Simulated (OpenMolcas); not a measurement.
**Single-point calculation of C$_{3}$H$_{3}$F$_{3}$**

System: C$_{3}$H$_{3}$F$_{3}$.
Method: HF/6-31G*, RHF (OpenMolcas 26.06).

The geometry comes from this level: GFN2-xTB.

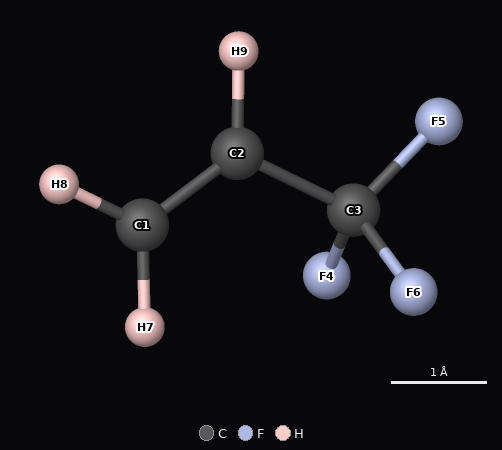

*The structure as given in the input (ball-and-stick view, seen at a tilt; atoms are numbered from 1 in the order of the input).*

Bond lengths as drawn: C–C 1.32 to 1.50 Å, C–F 1.34 to 1.35 Å and C–H 1.08 Å.

## Results in brief

```csv
quantity,value
outcome,converged
total energy,−413.651446 hartree
basis functions,96
HOMO,−11.22 eV
LUMO,3.60 eV
dipole moment,2.76 debye
hardware,"1 thread of Intel Xeon @ 2.50GHz (Skylake/Cascade Lake), 64 GiB of memory available, shared host"
wall time,4.5 s
peak memory,0.079 GiB
```

## The input
```
&GATEWAY
  COORD
  coord.xyz
  BASIS
  6-31G*
  GROUP
  NoSym
  RICD

&SEWARD

&SCF
  PRORBITALS
  0
```

## File coord.xyz
```
9

C      0.076840    -1.344680     0.383060
C     -0.412050    -0.120740     0.445890
C      0.107180     0.975700    -0.437910
F     -0.051790     0.702480    -1.745700
F     -0.512620     2.141820    -0.213050
F      1.422110     1.199780    -0.263740
H      0.866990    -1.602380    -0.303250
H     -0.295870    -2.130040     1.016520
H     -1.200780     0.178060     1.118170
```

Launch command:
```bash
export MOLCAS_MEM=1860
pymolcas step1.inp > step1.log
```

## Output
```
--- Start Module: gateway ---

                                              &GATEWAY

                       available to each process: 1.9 GB of memory, 1 thread

++    Symmetry information:
      ---------------------

                    Character Table for C1

                             E
                    a        1  x, y, xy, Rz, z, xz, Ry, yz, Rx, I
--

++    Basis set information:
      ----------------------

      Basis set label: C.6-31G**....

      Electronic valence basis set:
      ------------------
      Associated Effective Charge   6.000000 au
      Associated Actual Charge      6.000000 au
      Nuclear Model: Point charge

      Shell  nPrim  nBasis  Cartesian Spherical Contaminant
         s      10       3        X
         p       4       2        X
         d       1       1        X

      Basis set label: F.6-31G**....

      Electronic valence basis set:
      ------------------
      Associated Effective Charge   9.000000 au
      Associated Actual Charge      9.000000 au
      Nuclear Model: Point charge

      Shell  nPrim  nBasis  Cartesian Spherical Contaminant
         s      10       3        X
         p       4       2        X
         d       1       1        X

      Basis set label: H.6-31G....

      Electronic valence basis set:
      ------------------
      Associated Effective Charge   1.000000 au
      Associated Actual Charge      1.000000 au
      Nuclear Model: Point charge

      Shell  nPrim  nBasis  Cartesian Spherical Contaminant
         s       4       2        X
--

++    Molecular structure info:
      -------------------------

                    ************************************************
                    **** Cartesian Coordinates / bohr, angstrom ****
                    ************************************************

     Center  Label                x              y              z                     x              y              z
        1      C1               0.145207      -2.541077       0.723878              0.076840      -1.344680       0.383060
        2      C2              -0.778662      -0.228166       0.842610             -0.412050      -0.120740       0.445890
        3      C3               0.202541       1.843806      -0.827530              0.107180       0.975700      -0.437910
        4      F4              -0.097869       1.327495      -3.298895             -0.051790       0.702480      -1.745700
        5      F5              -0.968711       4.047453      -0.402606             -0.512620       2.141820      -0.213050
        6      F6               2.687398       2.267256      -0.498396              1.422110       1.199780      -0.263740
        7      H7               1.638374      -3.028059      -0.573059              0.866990      -1.602380      -0.303250
        8      H8              -0.559113      -4.025192       1.920944             -0.295870      -2.130040       1.016520
        9      H9              -2.269145       0.336485       2.113035             -1.200780       0.178060       1.118170

                    ***************************************
                    *    InterNuclear Distances / bohr    *
                    ***************************************

               1 C1            2 C2            3 C3            4 F4            5 F5            6 F6
    1 C1       0.000000
    2 C2       2.493429        0.000000
    3 C3       4.651597        2.836405        0.000000
    4 F4       5.586380        4.476117        2.542532        0.000000
    5 F5       6.776320        4.457308        2.531492        4.067558        0.000000
    6 F6       5.574653        4.476494        2.542077        4.060007        4.067606        0.000000
    7 H7       2.036848        3.960503        5.085415        5.423612        7.542468        5.398739
    8 H8       2.032641        3.953279        6.525287        7.490709        8.410366        7.482509
    9 H9       4.004898        2.038223        4.126521        5.914857        4.668069        5.925772

               7 H7            8 H8            9 H9
    7 H7       0.000000
    8 H8       3.470343        0.000000
    9 H9       5.814118        4.688852        0.000000

                    *******************************************
                    *    InterNuclear Distances / angstrom    *
                    *******************************************

               1 C1            2 C2            3 C3            4 F4            5 F5            6 F6
    1 C1       0.000000
    2 C2       1.319466        0.000000
    3 C3       2.461519        1.500961        0.000000
    4 F4       2.956185        2.368659        1.345450        0.000000
    5 F5       3.585874        2.358706        1.339608        2.152459        0.000000
    6 F6       2.949979        2.368859        1.345209        2.148463        2.152484        0.000000
    7 H7       1.077853        2.095808        2.691085        2.870052        3.991302        2.856890
    8 H8       1.075628        2.091985        3.453033        3.963913        4.450574        3.959573
    9 H9       2.119301        1.078581        2.183661        3.130007        2.470236        3.135784

               7 H7            8 H8            9 H9
    7 H7       0.000000
    8 H8       1.836426        0.000000
    9 H9       3.076699        2.481234        0.000000

                    **************************************
                    *    Valence Bond Angles / degree    *
                    **************************************
                          Atom centers                 Phi
                      2 C2       1 C1       7 H7       121.58
                      2 C2       1 C1       8 H8       121.39
                      7 H7       1 C1       8 H8       117.03
                      1 C1       2 C2       3 C3       121.43
                      1 C1       2 C2       9 H9       123.89
                      3 C3       2 C2       9 H9       114.68
                      2 C2       3 C3       4 F4       112.53
                      2 C2       3 C3       5 F5       112.15
                      2 C2       3 C3       6 F6       112.56
                      4 F4       3 C3       5 F5       106.57
                      4 F4       3 C3       6 F6       105.97
                      5 F5       3 C3       6 F6       106.59

           ***************************************************************
           *              Valence Dihedral Angles / degree               *
           ***************************************************************
                    Atom centers                       Phi1     Phi2     Theta
           7 H7       1 C1       2 C2       9 H9        121.58   123.89  -179.94
           8 H8       1 C1       2 C2       9 H9        121.39   123.89    -0.00
           3 C3       2 C2       1 C1       7 H7        121.43   121.58     0.08
           3 C3       2 C2       1 C1       8 H8        121.43   121.39  -179.98
           1 C1       2 C2       3 C3       4 F4        121.43   112.53    60.29
           1 C1       2 C2       3 C3       5 F5        121.43   112.15  -179.56
           1 C1       2 C2       3 C3       6 F6        121.43   112.56   -59.37
           4 F4       3 C3       2 C2       9 H9        112.53   114.68  -119.69
           5 F5       3 C3       2 C2       9 H9        112.15   114.68     0.46
           6 F6       3 C3       2 C2       9 H9        112.56   114.68   120.65
--

            Nuclear Potential Energy            252.58497020 au

--- Stop Module: gateway /rc=_RC_ALL_IS_WELL_ ---

--- Start Module: seward ---

                                              &SEWARD

                       available to each process: 1.9 GB of memory, 1 thread

               SEWARD will generate:
                  Multipole Moment integrals up to order  2
                  Kinetic Energy integrals
                  Nuclear Attraction integrals (point charge)
                  One-Electron Hamiltonian integrals
                  Velocity integrals
                  Orbital angular momentum around (  0.2544   1.3259  -0.7023 )
                  Velocity quadrupole around (  0.2544   1.3259  -0.7023 )
                  RI decomposed two-electron repulsion integrals stored Cholesky style
                   - acCD auxiliary basis
                   - CD Threshold:   1.00E-04

                   Integrals are discarded if absolute value <: 1.00E-14
                   Integral cutoff threshold is set to       <: 1.00E-16

            Nuclear Potential Energy            252.58497020 au

      Basis set specifications :
      Symmetry species         a
      Basis functions           96

--- Stop Module: seward /rc=_RC_ALL_IS_WELL_ ---
--- Module seward spent 1 second ---

--- Start Module: scf ---

                                                &SCF

                       available to each process: 1.9 GB of memory, 1 thread

++    Input section:
      --------------

      Header of the integral files:

      Cartesian coordinates in angstrom:
      -----------------------------------------------------
      No.  Label        X            Y            Z
      -----------------------------------------------------
       1   C1         0.07684000  -1.34468000   0.38306000
       2   C2        -0.41205000  -0.12074000   0.44589000
       3   C3         0.10718000   0.97570000  -0.43791000
       4   F4        -0.05179000   0.70248000  -1.74570000
       5   F5        -0.51262000   2.14182000  -0.21305000
       6   F6         1.42211000   1.19978000  -0.26374000
       7   H7         0.86699000  -1.60238000  -0.30325000
       8   H8        -0.29587000  -2.13004000   1.01652000
       9   H9        -1.20078000   0.17806000   1.11817000
      -----------------------------------------------------
      Nuclear repulsion energy =  252.58497020
--

++    Orbital specifications:
      -----------------------

      Symmetry species               1
                                     a
      Frozen orbitals                0
      Occupied orbitals             24
      Secondary orbitals            72
      Deleted orbitals               0
      Total number of orbitals      96
      Number of basis functions     96
--

      Molecular charge                           0.000

++    Optimization specifications:
      ----------------------------

      SCF Algorithm: LK-RI/DF
      LK screening threshold:                     4.50E-02
      Local-Exchange (LK) algorithm.
       - the density matrix is decomposed
      The actual AO density is used
      Number of density matrices in core                 5
      Maximum number of NDDO SCF iterations            400
      Maximum number of HF SCF iterations              400
      Threshold for SCF energy change             1.00E-09
      Threshold for density matrix                1.00E-04
      Threshold for Fock matrix                   1.50E-04
      Threshold for linear dependence             1.00E-09
      Threshold at which DIIS is turned on        1.50E-01
      Maximum depth in the DIIS procedure                5
      Maximum depth in the BFGS Hessian update          30
      Threshold at which QNR/C2DIIS is turned on  7.50E-02
      Threshold for Norm(delta) (QNR/C2DIIS)      1.00E-03
      All orbitals punched on: SCFORB
--

      Input vectors read from INPORB
      Orbital file label: *Guess orbitals

++ Convergence information
                                   SCF        iterations: Energy and convergence statistics

Iter     Tot. SCF        One-elec.       Two-elec.     Energy      Max Dij or  Max Fij      DNorm      TNorm      AccCon     Time
         Energy          Energy          Energy        Change      Delta Norm                                                in Sec.
   1  -412.991557126 -1069.965338413   404.388811083   0.00E+00    2.74E-01*   1.31E-01*    8.06E+00   2.99E+02   None         0.
   2  -413.519750654 -1075.712633305   409.607912447  -5.28E-01*   1.67E-01*   1.22E-01*    8.12E+00   3.03E+02   EDIIS        0.
   3  -413.608444354 -1074.999660064   408.806245506  -8.87E-02*   6.68E-02*   4.37E-02*    8.05E+00   3.01E+02   EDIIS        0.
   4  -413.641756364 -1074.633447838   408.406721270  -3.33E-02*   5.75E-03*   1.79E-02*    8.08E+00   3.02E+02   c2DIIS       0.
   5  -413.651381685 -1074.924728405   408.688376516  -9.63E-03*   5.03E-03*   2.05E-03*    8.08E+00   3.02E+02   QNRc2DIIS    0.
   6  -413.651435322 -1074.885533740   408.649128214  -5.36E-05*   2.07E-03*   5.81E-04*    8.08E+00   3.02E+02   QNRc2DIIS    0.
   7  -413.651445348 -1074.892241189   408.655825637  -1.00E-05*   4.03E-04    1.23E-04     8.08E+00   3.02E+02   QNRc2DIIS    0.
   8  -413.651445650 -1074.900234261   408.663818406  -3.03E-07*   1.14E-04    3.28E-05     8.08E+00   3.02E+02   QNRc2DIIS    0.
   9  -413.651445700 -1074.899178149   408.662762246  -4.93E-08*   7.66E-05    1.44E-05     8.08E+00   3.02E+02   QNRc2DIIS    0.
  10  -413.651445706 -1074.898525796   408.662109885  -6.97E-09*   1.78E-05    6.87E-06     8.08E+00   3.02E+02   QNRc2DIIS    0.
  11  -413.651445707 -1074.898850706   408.662434794  -6.48E-10    6.21E-06    1.09E-06     8.08E+00   3.02E+02   QNRc2DIIS    0.

       Convergence after  11 Iterations
--

 *****************************************************************************************************************************
 *                                             SCF/KS-DFT Program, Final results                                             *
 *                                                       Final Results                                                       *
 *****************************************************************************************************************************

::    Total SCF energy                               -413.6514457071
      One-electron energy                           -1074.8988507058
      Two-electron energy                             408.6624347944
      Nuclear repulsion energy                        252.5849702043
      Kinetic energy (interpolated)                   412.7767494788
      Virial theorem                                    1.0021190540
      Total spin, S(S+1)                                0.0000000000
      Total spin, S                                     0.0000000000
      Max non-diagonal density matrix element           0.0000064268
      Max non-diagonal Fock matrix element              0.0000009320

      No orbitals printed

++    Molecular charges:
      ------------------

      Mulliken charges per centre
      ---------------------------

                C1      C2      C3      F4      F5      F6      H7      H8      H9
      Total    6.3562  6.2987  4.8835  9.3724  9.3793  9.3722  0.7825  0.7904  0.7648

      N-E     -0.3562 -0.2987  1.1165 -0.3724 -0.3793 -0.3722  0.2175  0.2096  0.2352

      Total electronic charge=   48.000000

      Total            charge=   -0.000000
--

++    Molecular properties:
      ---------------------

      Charge (e):
                      =   -0.0000
      Dipole Moment (debye):
      Origin of the operator (angstrom)=    0.1346    0.7017   -0.3717
                   X= -6.7821E-01               Y= -2.2541E+00               Z=  1.4383E+00           Total=  2.7585E+00
      Quadrupole Moment (debye*angstrom):
      Origin of the operator (angstrom)=    0.1346    0.7017   -0.3717
                  XX= -3.3049E+01              XY= -2.9329E-01              XZ= -2.0030E+00              YY= -2.9635E+01
                  YZ= -1.6080E+00              ZZ= -3.2681E+01
      In traceless form (debye*angstrom)
                  XX= -1.8915E+00              XY= -4.3994E-01              XZ= -3.0045E+00              YY=  3.2302E+00
                  YZ= -2.4119E+00              ZZ= -1.3387E+00
--

--- Stop Module: scf /rc=_RC_ALL_IS_WELL_ ---
--- Module scf spent 2 seconds ---

.##################.
.# Happy landing! #.
.##################.

    Timing: Wall=4.12 User=3.76 System=0.30
```

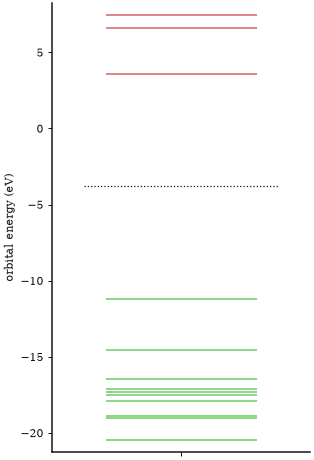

*Orbital energies near the frontier; the dotted line parts filled from empty levels, and levels within 0.02 eV of each other stand side by side.*

Highest filled −11.22 eV, lowest empty 3.60 eV, 14.82 eV apart.

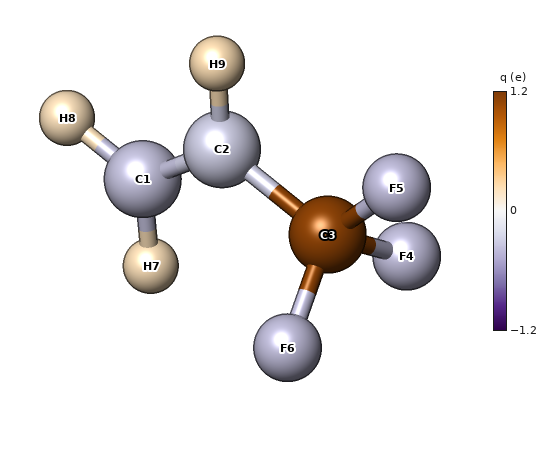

*Mulliken charges, as the colour of each atom (ball-and-stick view, seen at a tilt; atoms are numbered from 1 in the order of the input).*

By element: C −0.36 to +1.12, F −0.38 to −0.37 and H +0.21 to +0.24 e.
